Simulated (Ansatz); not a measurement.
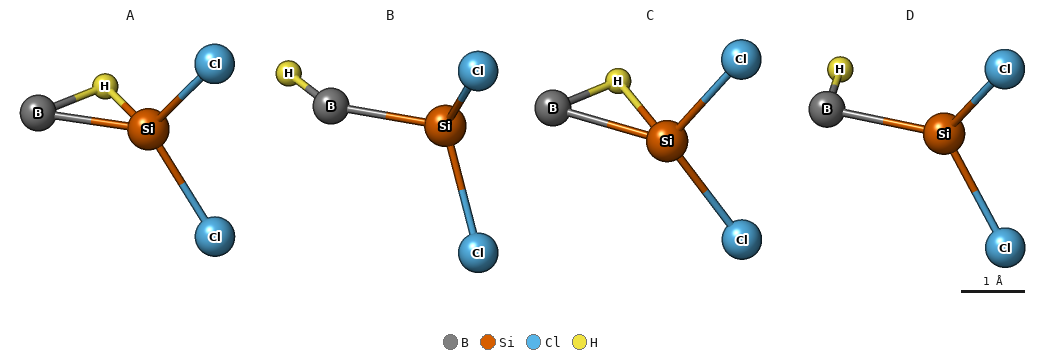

4 geometries from one relaxation of BSiHCl2, in shuffled order. The picture is a ball-and-stick view, seen at a tilt.

The run prepares an end point of a later path (hydrogen shift) calculation, from a guessed geometry.

Theory: UKS B3LYP/6-31G* in Ansatz 0.2.0. Set-up: collinear spin; force threshold 0.02 eV/Å; at most 50 steps.

Order the frames from highest to lowest energy.

A, C, D, B. They are steps 0, 6, 10, 20, at +2.482 eV, +1.372 eV, +0.565 eV relative to the last. The energy falls by 2.482 eV in 17 accepted moves (20 points after the start). Largest force component: 3.6 eV/Å at the start, 0.0051 eV/Å at the end. The line search rejected the trial steps at points 3, 13, 19 of the run. The atom that moves furthest after the best rigid fit is the H atom (1.28 Å). By element the largest moves are H 1.28 Å, Si 0.60 Å, B 0.56 Å, Cl 0.36 Å. Some distances before and after: H–Si 1.440 → 2.945 Å, B–H 1.311 → 1.186 Å, B–Si 1.822 → 1.911 Å, Cl–Si 2.033 → 2.083 Å. Bonds break: H–Si (1.44 → 2.94 Å). Among the angles between lasting bonds that change: Si–B–H 51.7° → 142.8°, B–Si–Cl 126.0° → 113.5°, Cl–Si–Cl 105.6° → 109.9°. Cost: 42 s on 2 threads of AMD EPYC 9R45 96-Core Processor (Zen 5), with other jobs on the host, peak memory 0.24 GiB.
